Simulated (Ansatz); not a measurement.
**CH4BF···H2O: density, localisation and related maps**

```xyz
10

B    -0.0001    0.5976   -0.4541
O     0.0728    0.1156    1.9247
H    -0.6360   -0.5157    1.9501
C     1.3992    0.0034   -0.8602
H     1.4256   -1.0805   -0.8028
H     1.6231    0.2851   -1.8900
H     2.1971    0.4050   -0.2435
F    -1.0958   -0.1568   -0.5548
H    -0.1814    1.7594   -0.2564
H    -0.2308    0.8675    2.4169
```

Theory: RHF/6-31G* (Ansatz).

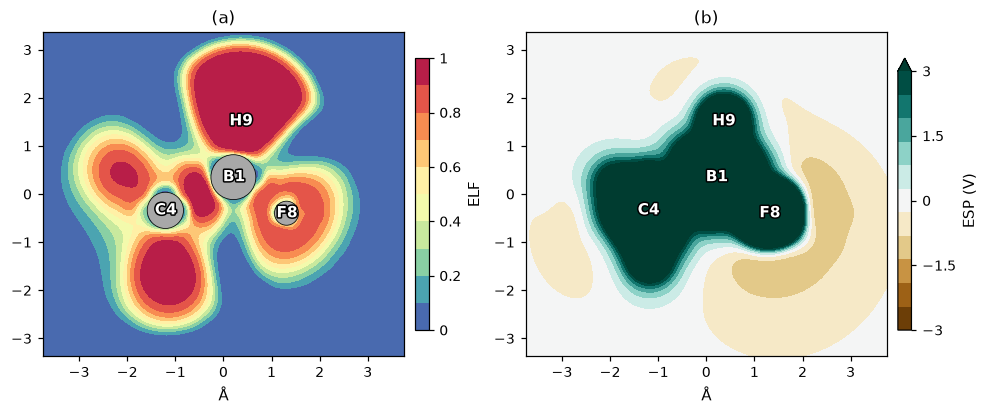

Figure 1. (a) ELF; (b) electrostatic potential on the plane of atoms C4, B1 and F8. Grey discs cover the atomic cores in the ELF map.

> What do the fields say about this system?

- The plane passes through B, C, F and H nuclei.
- B–F (1.33 Å): the ELF peaks at about 0.85 between the atoms; a polar covalent bond.
- C–B (1.57 Å): the ELF peaks at about 1 between the atoms, as expected for a shared electron pair.
- B–H (1.19 Å): the ELF climbs to about 1 towards the hydrogen, as it does in any bond to H; an ordinary covalent bond to hydrogen.
- The ELF also peaks beside F8, away from the bonds: lone-pair regions.
- Outside the dense part of the complex the potential is most negative (−1.3 V) near F8.

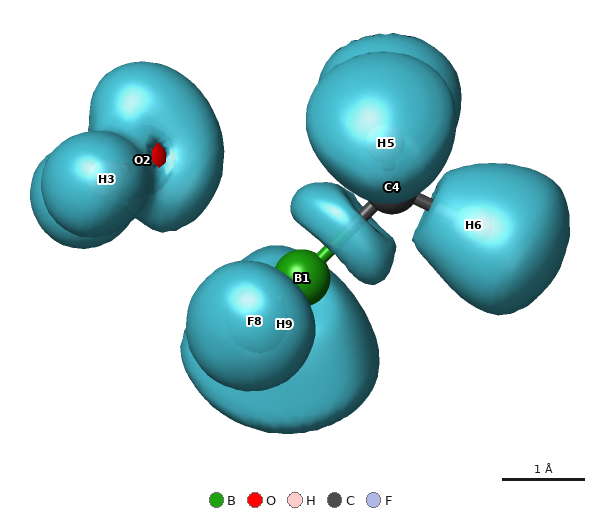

Figure 2. Isosurface of the electron localisation function at 0.75 (cyan), seen across its widest extent. Core shells and regions of very low density are left out.

> What do the ELF domains correspond to?

The surface consists of one region between bonded B–C atoms (shared pairs), four regions around hydrogen nuclei, one region on F in which the atom's valence shell and bonds are merged and one joined region spread over several atoms (H, O), in which their bonds and any lone pairs are merged. Along the contacts the grid gives the following. B1···O2 (2.43 Å): the ELF is about 0.20 at the midpoint.

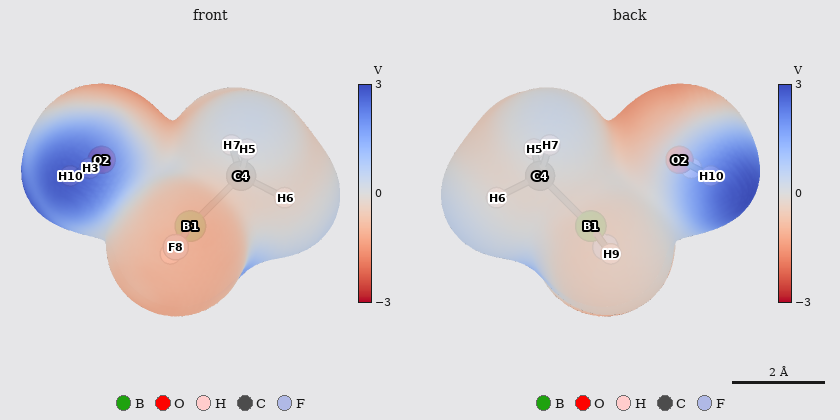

Figure 3. The molecular electrostatic potential painted on the density surface at 0.002 e/bohr³, seen from the front and from behind; red is negative and blue positive.

> Which sites attract a positive test charge, and which a negative one?

A positive charge is drawn to the negative regions and a negative charge to the positive ones. The most negative region (about −1.4 V, or −32 kcal/mol for a unit charge) lies over O2, the most positive (about +2.9 V, or +67 kcal/mol for a unit charge) over H10. O2 is the likeliest acceptor of a hydrogen bond.
